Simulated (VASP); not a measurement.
Band structure of BaZrO3 (cubic perovskite). Level of theory: RPBE GGA, VASP's PBE PAW potentials (set 64) (plane waves; VASP 6.6.1).

Unless said otherwise, spin-orbit coupling is left out, though it shifts the bands of the heavy elements here.

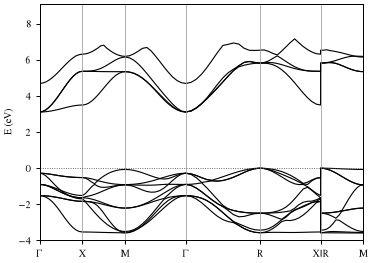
Bands along high-symmetry lines, zero at the valence-band maximum or, without a gap, the Fermi level

### Question
Read the plot: is there a gap, and where are the band edges?

### Answer
The gap is indirect, 3.11 eV, from the valence maximum at R to the conduction minimum at Γ. (Edges off the drawn lines would not show.)

The compound is BaZrO3 in the cubic perovskite structure. It was relaxed first, which changed the volume by +6 %.
